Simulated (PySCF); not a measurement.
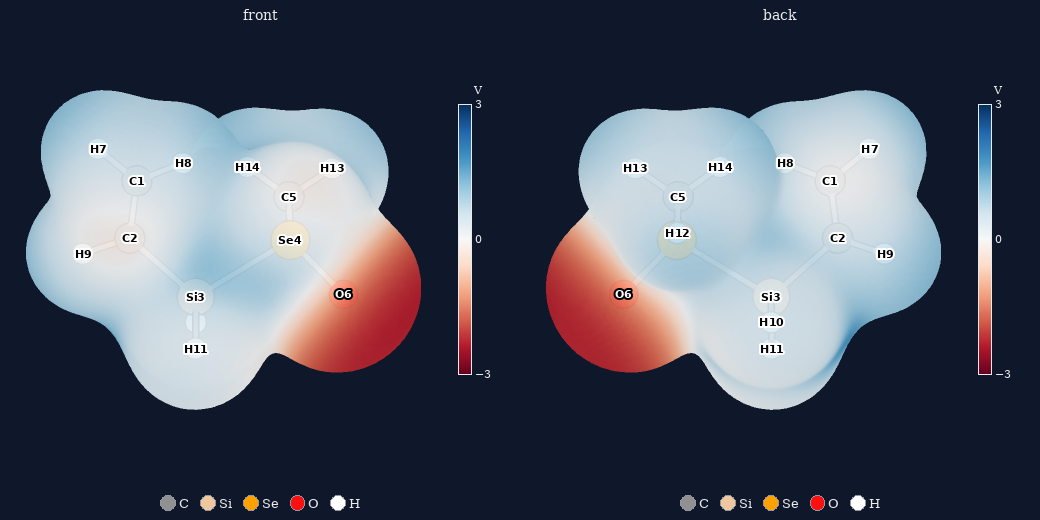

Figure. C$_{3}$H$_{8}$OSeSi. The electrostatic potential painted on the density surface at 0.002 e/bohr³, seen from the front and from behind; red is negative and blue positive.

Geometry: GFN2-xTB.

The calculation used PySCF 2.14.0, PBE0/def2-SVPD, SCF density, gas phase.

```xyz
14

C     1.8552   -0.7087    1.1268
C     1.6702   -0.7911   -0.1836
Si    0.5160    0.3204   -1.1762
Se   -0.7662    1.5005    0.4077
C    -1.9648   -0.0071    0.8336
O    -1.6702    2.4576   -0.5277
H     2.5340   -1.3558    1.6604
H     1.3326    0.0170    1.7317
H     2.2246   -1.5336   -0.7424
H    -0.3884   -0.4592   -2.0349
H     1.2250    1.3291   -1.9693
H    -2.4707   -0.2951   -0.0866
H    -2.6983    0.3591    1.5509
H    -1.3996   -0.8336    1.2530
```

### Describe the electrostatic potential map.

The most negative region (about −2.3 V) lies over O6, the most positive (about +1.6 V) over Si3. O6 is the likeliest acceptor of a hydrogen bond.

### How polar is the molecule by this calculation?

Its dipole moment is 5.09 D.
